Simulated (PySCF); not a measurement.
Molecule: SMILES C=C=C (C3H4). Atoms near the plane z = 0.0 Å, at the CAM-B3LYP/def2-SVP optimised geometry (x, y, z in Å): C1 (1.3, 0.0, 0.0), C2 (0.0, 0.0, 0.0), C3 (-1.3, 0.0, 0.0), H4 (1.9, -0.2, -0.9), H5 (1.9, 0.2, 0.9), H6 (-1.9, -0.9, 0.2), H7 (-1.9, 0.9, -0.2).

Calculation: CAM-B3LYP/def2-TZVP (PySCF). Cells within 0.4 Å of a nucleus heavier than hydrogen are left out (blank, or x). The values are rescaled to run from 0 to 1.

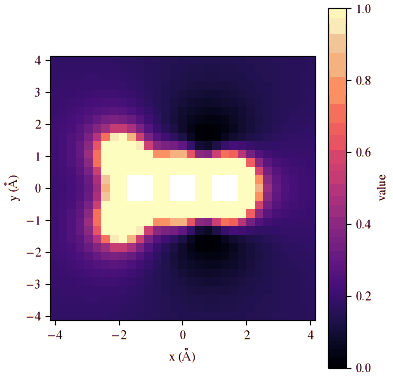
a field on the plane z = 0.0 Å.

Problem. Which quantity is mapped?
A) Laplacian of the electron density
B) deformation density (molecule minus spherical neutral atoms)
C) electron localisation function
D) electrostatic potential

Solution. D, electrostatic potential. In full: electrostatic potential (hartree/e), clipped to [-0.08, 0.12].
